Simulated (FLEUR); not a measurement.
Band structure of Ni2Ge (P6_3/mmc, 6 atoms in the cell).

```xyz
6
Lattice="3.9798 0.0000 0.0000 -1.9899 3.4466 0.0000 0.0000 0.0000 5.0239" Properties=species:S:1:pos:R:3 pbc="T T T"
Ni     1.9899     1.1489     1.2560
Ni     0.0000     2.2977     3.7679
Ni     0.0000     0.0000     0.0000
Ni     0.0000     0.0000     2.5119
Ge     1.9899     1.1489     3.7679
Ge     0.0000     2.2977     1.2560
```

Method of the run: PBEsol, all-electron FLAPW (FLEUR), scalar-relativistic valence run with FLEUR.

Settings: Kmax = 4 1/bohr; GmaxXC = 16 1/bohr; xcFunctional = PBEs; jspins = 1; l_soc = F; mode = hist; fermiSmearingEnergy = 0.00999582 Htr; mesh (inpgen div1-3) = 9 9 6; inpgen gamma flag = true; Gmax = 16 1/bohr; numbands = 0; maxIterBroyd = 15; imix = Anderson; alpha = 0.05.

The starting cell comes from a database of computed structures (which also holds hypothetical and non-ambient phases and stackings), without a prior relaxation at this level. Spin polarisation is off. Values depend on the basis (sphere radii, cutoffs, local orbitals), which need not be converged.

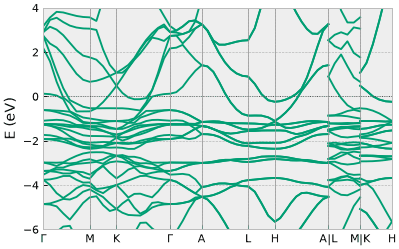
Fig. 1. Bands along the path, energies from the Fermi level.

Levels in eV from the Fermi level, bands 43 to 50:
```csv
point,43,44,45,46,47,48,49,50
Γ,-0.62,-0.62,0.12,2.17,2.73,2.73,2.90,2.90
M,-1.22,-1.19,-1.00,-0.68,-0.53,0.66,1.76,3.06
K,-1.47,-1.12,-1.12,-0.54,0.48,0.48,1.07,1.07
A,-1.16,-1.16,1.41,1.41,3.26,3.26,3.26,3.26
L,-1.22,-1.22,-0.87,-0.87,0.89,0.89,2.53,2.53
H,-1.14,-1.14,-1.11,-1.11,-0.24,-0.24,5.38,5.38
```
